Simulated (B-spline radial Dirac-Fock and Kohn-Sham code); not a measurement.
Cd⁺ in the configuration [Kr] 4d10 5p1, which is not the ground configuration. Method: independent-particle Coulomb rates on relativistic LDA orbitals, configuration-average energies from Dirac–Fock (computed with a B-spline radial atomic code). Widths ruled by Coster–Kronig decay come out up to twice the measured ones in this model.

Predict the main features of the following plot. Auger and Coster–Kronig groups that fill an N3 (4p3/2) hole, broadened by 0.30 eV full width. Kinetic energies count from the vacuum level; very weak lines are left out.

The strongest group is N3-N4N5 at 20.02 eV (59 % of the non-radiative width), followed by N3-N5N5 at 20.90 eV (38 %), N3-N4N4 at 19.50 eV (2.3 %), N3-N5O3 at 43.61 eV (0.47 %). The lines shown span 19.50 eV to 43.61 eV.

The result:

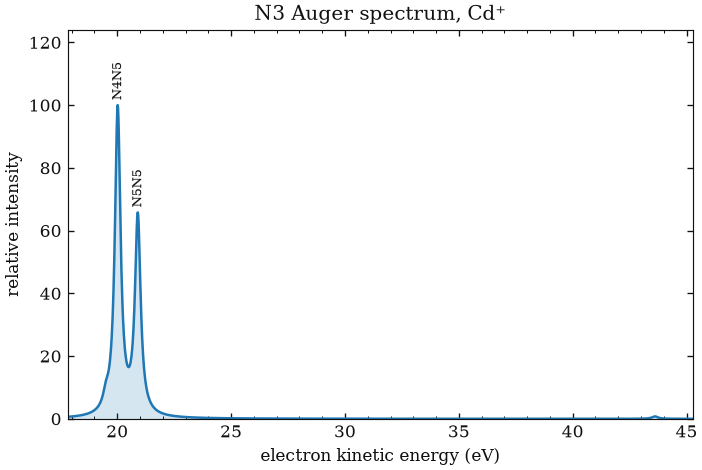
